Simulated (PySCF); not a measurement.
## EPR calculation of BSi₂H₅

The run: EPR calculation of BSi₂H₅, multiplicity 3. Method and program: UKS B3LYP, pcH-1 on B H Si, non-relativistic, mean-field spin-orbit, GIAO (PySCF 2.14.0).

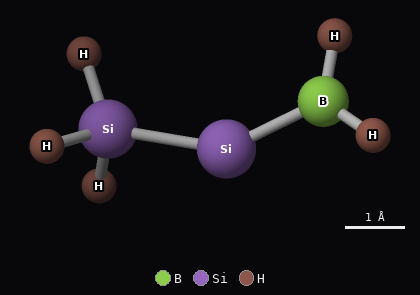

Fig. 1: The structure (ball-and-stick view, seen at a tilt).

Input file:
```
{"job": {"kind": "epr", "basis": "pcH-1"}, "charge": 0, "multiplicity": 3}
B      2.249301    -0.248689     0.366777
Si     0.392510    -0.643951     0.316641
Si    -1.661072     0.179858    -0.239596
H      3.039961    -1.024644     0.760157
H      2.640212     0.800333    -0.002156
H     -1.871129     1.536237    -0.787492
H     -2.261645    -0.720149    -1.243769
H     -2.519080     0.130419     0.960353
```

The first line tells a small driver script what to run in PySCF; the rest is the geometry in Å.

Command:
```bash
OMP_NUM_THREADS=1 python <driver script> task.json out
```

What the program printed:
```
UKS, coarse grid
  cycle   1  E = -606.71935353  |g| = 2.42e-01
  cycle   2  E = -606.69269001  |g| = 2.90e-01
  cycle   3  E = -606.75762865  |g| = 3.00e-02
  cycle   4  E = -606.75848436  |g| = 1.33e-02
  cycle   5  E = -606.75864699  |g| = 4.54e-03
  cycle   6  E = -606.75866468  |g| = 1.09e-03
  cycle   7  E = -606.75866689  |g| = 2.62e-04
UKS, final grid
  cycle   1  E = -606.75868269  |g| = 1.76e-04
  cycle   2  E = -606.75868270  |g| = 1.81e-04
  cycle   3  E = -606.75868273  |g| = 3.44e-05
  cycle   4  E = -606.75868273  |g| = 1.88e-05
E = -606.75868273 Eh   <S^2> = 2.0039 (exact 2.0000)
g shifts (ppm)      1          2          3
  rmc          -112       -112       -112
  gc             27         14         19
  oz_so       -2104       1071       2600
  total       -2189        973       2507
hyperfine (MHz)  atom isotope    a_iso     a_fc   dipolar eigenvalues
    0   11B      16.00      16.07     -8.47     -1.85     10.32
    1  29Si    -180.31    -181.25    -48.51    -31.22     79.73
    2  29Si     -26.25     -26.27     -6.14      2.01      4.14
    3    1H      -3.92      -3.90     -4.68     -1.96      6.64
    4    1H      35.84      35.86     -3.94     -1.98      5.91
    5    1H      47.24      47.24     -1.80     -0.68      2.48
    6    1H      14.18      14.18     -2.08     -1.27      3.35
    7    1H      13.87      13.87     -2.08     -1.28      3.35
zero-field splitting (cm-1)  D = 1.4818  E = 0.0008  (spin-spin 0.1211, spin-orbit 1.3648)
```

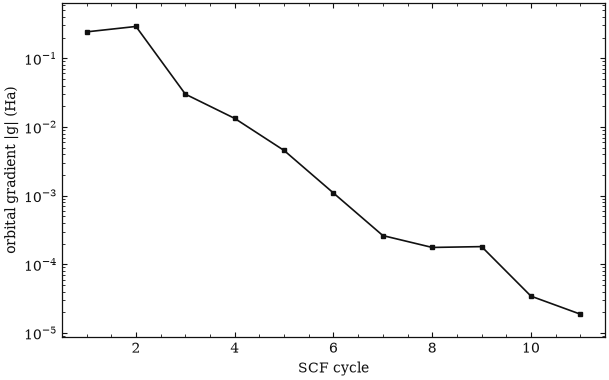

Fig. 2: Convergence of the self-consistent field: orbital gradient |g| against the SCF cycle. All cycles printed in the log are drawn one after another.

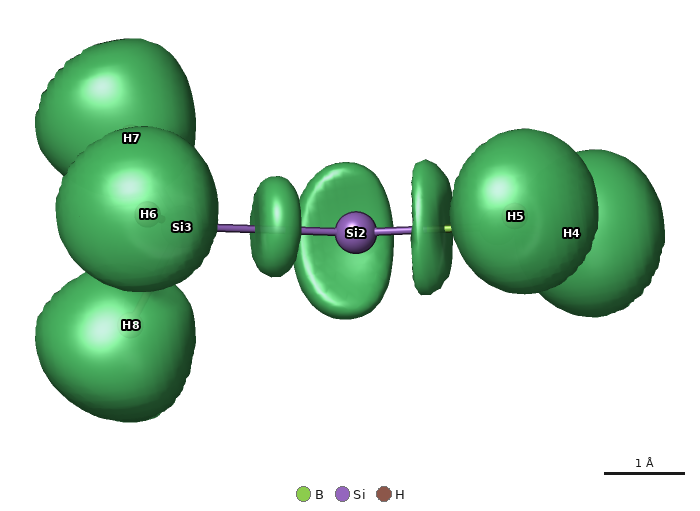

Fig. 3: Isosurface of the electron localisation function at 0.9 (green), seen from the side. Only the valence region is drawn (cores and ρ < 0.01 e/Å³ removed). Along the contacts the grid gives the following. Si–Si (2.28 Å): the ELF peaks at about 0.95 between the atoms (a shared electron pair).

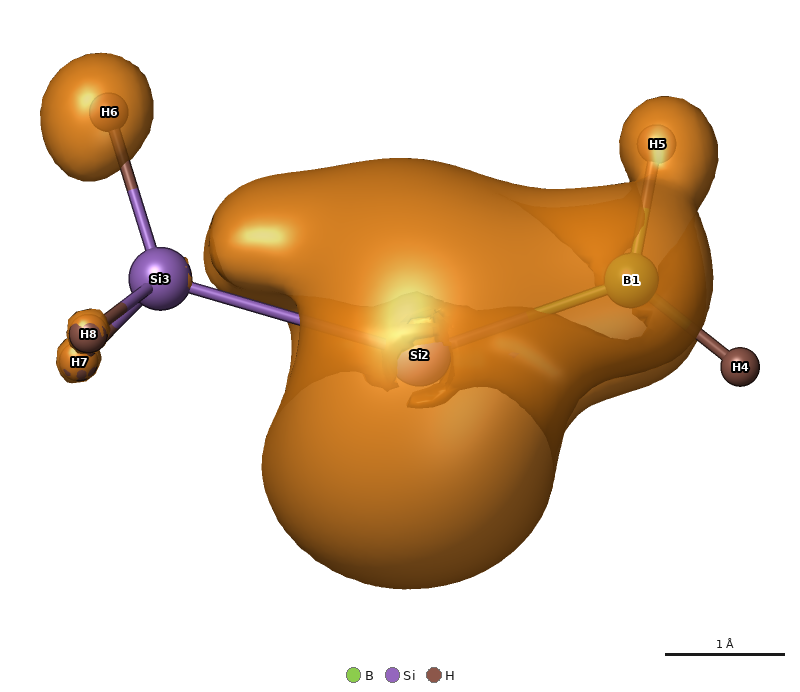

Fig. 4: Isosurfaces of the spin density (α minus β) at +0.02 (orange) and −0.02 e/Å³ (purple), seen face on. The unpaired spin (2 electrons) lies mostly on Si2 (about 1.4), B1 (about 0.3) and Si3 (about 0.2), in electrons by Hirshfeld's partition.

Summary:

| quantity | value |
| --- | --- |
| outcome | converged |
| total energy | −606.758683 hartree |
| ⟨S²⟩ | 2.004 |
| isotropic g | 2.0027 |
| hardware | 1 CPU thread, shared host |
| wall time | 16 s |
| peak memory | 0.54 GiB |
